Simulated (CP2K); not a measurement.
# SiHCl2O (SMILES [O][SiH](Cl)Cl) at U-revPBE-D3(BJ)/TZV2P-MOLOPT-PBE-GTH (core potential)

What is the energy change on altering one bond length of SiHCl2O at U-revPBE-D3(BJ)/TZV2P-MOLOPT-PBE-GTH (core potential)? 

The calculation is run with CP2K 2026.2.

2 further runs of the same task are left out: 1 that didn't finish, 1 set aside as unsound or not needed.

## 1. The system as given

SiHCl2O: 5 atoms, total charge 0, spin state doublet. SMILES: `[O][SiH](Cl)Cl`. The shape is that of a PBE0-D4/def2-TZVP optimisation.

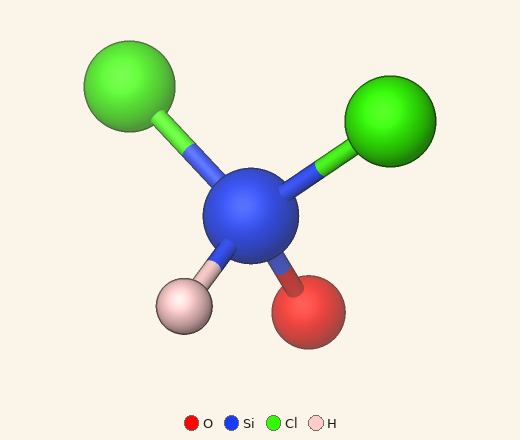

The structure, seen from a chosen angle (oxygen red, silicon blue, chlorine green, hydrogen pink).

## 2. A single-point energy at U-revPBE-D3(BJ)/TZV2P-MOLOPT-PBE-GTH (core potential)

qs.inp

```
&GLOBAL
  PROJECT_NAME qs
  RUN_TYPE ENERGY
  PRINT_LEVEL MEDIUM
&END GLOBAL
&FORCE_EVAL
  METHOD QS
  &DFT
    BASIS_SET_FILE_NAME BASIS_MOLOPT_UZH
    POTENTIAL_FILE_NAME POTENTIAL_UZH
    MULTIPLICITY 2
    UKS T
    &QS
      METHOD GPW
      EPS_DEFAULT 1.0E-10
    &END QS
    &MGRID
      CUTOFF 400
      REL_CUTOFF 50
      NGRIDS 4
    &END MGRID
    &POISSON
      PERIODIC NONE
      POISSON_SOLVER MULTIPOLE
    &END POISSON
    &SCF
      SCF_GUESS ATOMIC
      EPS_SCF 1.0E-05
      MAX_SCF 40
      &OT
        MINIMIZER DIIS
        PRECONDITIONER FULL_ALL
      &END OT
      &OUTER_SCF
        EPS_SCF 1.0E-05
        MAX_SCF 2
      &END OUTER_SCF
    &END SCF
    &XC
      &XC_FUNCTIONAL
        &PBE
          PARAMETRIZATION REVPBE
        &END PBE
      &END XC_FUNCTIONAL
      &VDW_POTENTIAL
        POTENTIAL_TYPE PAIR_POTENTIAL
        &PAIR_POTENTIAL
          TYPE DFTD3(BJ)
          PARAMETER_FILE_NAME dftd3.dat
          REFERENCE_FUNCTIONAL revPBE
          R_CUTOFF 15
        &END PAIR_POTENTIAL
      &END VDW_POTENTIAL
    &END XC
    &PRINT
      &MOMENTS
        PERIODIC F
        REFERENCE COM
        MAX_MOMENT 1
      &END MOMENTS
      &MO_CUBES
        NLUMO 2
        NHOMO -1
        WRITE_CUBE F
      &END MO_CUBES
      &HIRSHFELD OFF
      &END HIRSHFELD
    &END PRINT
  &END DFT
  &SUBSYS
    &CELL
      ABC 9.6 10 9.8
      PERIODIC NONE
    &END CELL
    &COORD
      SCALED T
      O    0.48891146   0.38617500   0.64218878
      Si   0.48809896   0.45407500   0.48890306
      Cl   0.42476562   0.64753500   0.49358673
      Cl   0.36347396   0.35246500   0.35781122
      H    0.63652604   0.44276500   0.45020918
    &END COORD
    &KIND O
      BASIS_SET TZV2P-MOLOPT-PBE-GTH-q6
      POTENTIAL GTH-PBE-q6
    &END KIND
    &KIND Si
      BASIS_SET TZV2P-MOLOPT-PBE-GTH-q4
      POTENTIAL GTH-PBE-q4
    &END KIND
    &KIND Cl
      BASIS_SET TZV2P-MOLOPT-PBE-GTH-q7
      POTENTIAL GTH-PBE-q7
    &END KIND
    &KIND H
      BASIS_SET TZV2P-MOLOPT-PBE-GTH-q1
      POTENTIAL GTH-PBE-q1
    &END KIND
  &END SUBSYS
&END FORCE_EVAL
```

Launch:

```bash
$ OMP_NUM_THREADS=1 cp2k.psmp -i qs.inp -o qs.out
```

Log, shortened:

```text
CP2K| version string:                                       CP2K version 2026.2
[...]
 GLOBAL| Method name                                                        CP2K
[...]
 GLOBAL| Run type                                                         ENERGY
[...]
 DFT| Spin unrestricted (spin-polarized) Kohn-Sham calculation               UKS
 DFT| Multiplicity                                                             2
[...]
 DFT| Charge                                                                   0
[...]
 FUNCTIONAL| PBE:
[...]
 QS| Method:                                                                 GPW
[...]
 QS| Density cutoff [a.u.]:                                                200.0
[...]
 QS| Relative density cutoff [a.u.]:                                        25.0
[...]
                             - Atoms:                                          5
[...]
                             - Spherical basis functions:                    130
[...]
 Number of electrons:                                                         13
[...]
     1 OT DIIS     0.15E+00    3.0     0.05540658       -49.2295354400 -4.92E+01
[...]
    31 OT DIIS     0.15E+00    3.1     0.00000675       -50.6230417154 -5.68E-08
  *** SCF run converged in    31 steps ***
[...]
  Overlap energy of the core charge distribution:               0.00000001811041
  Self energy of the core charge distribution:               -120.60972099583520
  Core Hamiltonian energy:                                     29.96605368088260
  Hartree energy:                                              50.98075559727098
  Exchange-correlation energy:                                -10.94803460343205
  Dispersion energy:                                           -0.01209541240728
  Total energy:                                               -50.62304171541054
[...]
                     Mulliken Population Analysis
 #  Atom  Element  Kind  Atomic population (alpha,beta) Net charge  Spin moment
       1     O        1         3.594059     2.715351    -0.309410     0.878708
       2     Si       2         1.600899     1.583736     0.815365     0.017162
       3     Cl       3         3.624305     3.608839    -0.233143     0.015466
       4     Cl       3         3.624992     3.609504    -0.234495     0.015488
       5     H        4         0.555746     0.482570    -0.038316     0.073176
 # Total charge and spin       13.000000    12.000000    -0.000000     1.000000
[...]
  Dipole moment [Debye]
    X=  0.6726873E+00 Y=  0.3339109E+00 Z= -0.1001737E+01  Total=      1.2519909
[...]
 WARNING : did not converge in ot_eigensolver
 number of iterations          299  exceeded maximum
 current gradient / target gradient   1.9527100859005112E-004  /    1.0000000000000001E-005
[...]
 WARNING : did not converge in ot_eigensolver
 number of iterations          299  exceeded maximum
 current gradient / target gradient   2.5562590442996716E-004  /    1.0000000000000001E-005
[...]
 HOMO - LUMO gap [eV] :    1.005520
 ENERGY| Total FORCE_EVAL ( QS ) energy [hartree]            -50.623041715410537
[...]
```

Run time: 1.9 min. Hardware: 1 thread of Intel Xeon Platinum 8259CL at 2.50GHz (Skylake/Cascade Lake), shared host; peak memory 1 GiB.

## 3. The distorted shape

gas.inp

```
&FORCE_EVAL
 METHOD QUICKSTEP
 &DFT
  BASIS_SET_FILE_NAME BASIS_MOLOPT_UZH
  POTENTIAL_FILE_NAME POTENTIAL_UZH
  CHARGE 0
  MULTIPLICITY 2
  UNRESTRICTED_KOHN_SHAM T
  &QS
   METHOD GPW
   EPS_DEFAULT 1.0E-10
  &END QS
  &MGRID
   CUTOFF 400
   REL_CUTOFF 50
   NGRIDS 4
  &END MGRID
  &POISSON
   PERIODIC NONE
   POISSON_SOLVER MULTIPOLE
  &END POISSON
  &SCF
   SCF_GUESS ATOMIC
   EPS_SCF 1.0E-05
   MAX_SCF 40
   &OT ON
    MINIMIZER DIIS
    PRECONDITIONER FULL_ALL
   &END OT
   &OUTER_SCF
    EPS_SCF 1.0E-05
    MAX_SCF 2
   &END OUTER_SCF
  &END SCF
  &XC
   &XC_FUNCTIONAL
    &PBE
     PARAMETRIZATION REVPBE
    &END PBE
   &END XC_FUNCTIONAL
   &VDW_POTENTIAL
    POTENTIAL_TYPE PAIR_POTENTIAL
    &PAIR_POTENTIAL
     TYPE DFTD3(BJ)
     PARAMETER_FILE_NAME dftd3.dat
     REFERENCE_FUNCTIONAL revPBE
     R_CUTOFF 15
    &END PAIR_POTENTIAL
   &END VDW_POTENTIAL
  &END XC
  &PRINT
   &MOMENTS
    PERIODIC F
    REFERENCE COM
    MAX_MOMENT 1
   &END MOMENTS
   &MO_CUBES
    NLUMO 2
    NHOMO -1
    WRITE_CUBE F
   &END MO_CUBES
   &HIRSHFELD OFF
   &END HIRSHFELD
  &END PRINT
 &END DFT
 &SUBSYS
  &CELL
   ABC [angstrom] 9.6 10.9 9.8
   PERIODIC NONE
  &END CELL
  &COORD
   UNIT bohr
   O      0.7485111    -3.1866168     2.8235343
   Si     0.7337712    -1.9034928    -0.0152123
   Cl    -0.9896496     3.5802751     0.1148953
   Cl    -1.5270971    -3.8236435    -2.4429434
   H      3.4264420    -2.1172208    -0.7317964
  &END COORD
  &TOPOLOGY
   &CENTER_COORDINATES
   &END CENTER_COORDINATES
  &END TOPOLOGY
  &KIND O
   BASIS_SET TZV2P-MOLOPT-PBE-GTH-q6
   POTENTIAL GTH-PBE-q6
  &END KIND
  &KIND Si
   BASIS_SET TZV2P-MOLOPT-PBE-GTH-q4
   POTENTIAL GTH-PBE-q4
  &END KIND
  &KIND Cl
   BASIS_SET TZV2P-MOLOPT-PBE-GTH-q7
   POTENTIAL GTH-PBE-q7
  &END KIND
  &KIND H
   BASIS_SET TZV2P-MOLOPT-PBE-GTH-q1
   POTENTIAL GTH-PBE-q1
  &END KIND
 &END SUBSYS
&END FORCE_EVAL

&GLOBAL
 PROJECT_NAME gas
 RUN_TYPE ENERGY
 PRINT_LEVEL MEDIUM
&END GLOBAL
```

Launch:

```bash
$ OMP_NUM_THREADS=1 cp2k.psmp gas.inp > gas.out
```

Log, shortened:

```text
CP2K| version string:                                       CP2K version 2026.2
[...]
 GLOBAL| Method name                                                        CP2K
[...]
 GLOBAL| Run type                                                         ENERGY
[...]
 DFT| Spin unrestricted (spin-polarized) Kohn-Sham calculation               UKS
 DFT| Multiplicity                                                             2
[...]
 DFT| Charge                                                                   0
[...]
 FUNCTIONAL| PBE:
[...]
 QS| Method:                                                                 GPW
[...]
 QS| Density cutoff [a.u.]:                                                200.0
[...]
 QS| Relative density cutoff [a.u.]:                                        25.0
[...]
                             - Atoms:                                          5
[...]
                             - Spherical basis functions:                    130
[...]
 Number of electrons:                                                         13
[...]
     1 OT DIIS     0.15E+00    3.7     0.08503737       -48.6743980490 -4.87E+01
[...]
    17 OT SD       0.15E+00    3.5     0.00000767       -50.5383235904 -6.60E-07
  *** SCF run converged in    17 steps ***
[...]
  Overlap energy of the core charge distribution:               0.00000001675289
  Self energy of the core charge distribution:               -120.60972099583520
  Core Hamiltonian energy:                                     29.64247890940607
  Hartree energy:                                              51.23004637114985
  Exchange-correlation energy:                                -10.79029426579738
  Dispersion energy:                                           -0.01083362608246
  Total energy:                                               -50.53832359040623
[...]
  Dipole moment [Debye]
    X=  0.1128848E+01 Y= -0.1543747E+01 Z= -0.2044906E+01  Total=      2.7998387
[...]
 HOMO - LUMO gap [eV] :    0.080625
 ENERGY| Total FORCE_EVAL ( QS ) energy [hartree]            -50.538323590406229
[...]
```

Wall time 6.3 min (1 thread of Intel Xeon Platinum 8259CL at 2.50GHz (Skylake/Cascade Lake), shared host); peak memory 1.1 GiB.

## 4. Results

Level: U-revPBE-D3(BJ)/TZV2P-MOLOPT-PBE-GTH (core potential).

| quantity | value |
| --- | --- |
| first shape: total energy | -50.62304 Eh |
| first shape: dipole moment | 1.25 D |
| first shape: HOMO energy (highest over α and β) | -7.73 eV |
| first shape: LUMO energy (lowest over α and β) | -6.73 eV |
| first shape: dispersion energy | -31.76 kJ/mol |
| first shape: ⟨S²⟩ | 0.753 |
| distorted shape: total energy | -50.53832 Eh |
| distorted shape: dipole moment | 2.80 D |
| distorted shape: HOMO energy (highest over α and β) | -7.36 eV |
| distorted shape: LUMO energy (lowest over α and β) | -7.28 eV |
| distorted shape: dispersion energy | -28.44 kJ/mol |
| distorted shape: ⟨S²⟩ | 0.770 |
| energy change with the Si2–Cl3 bond stretched from 2.028 to 3.043 Å | 2.305 eV |

**Reading.** With the Si2–Cl3 bond stretched from 2.028 to 3.043 Å the energy rises by 2.31 eV (53 kcal/mol). The first shape isn't relaxed at this level, so the change isn't measured from a minimum.
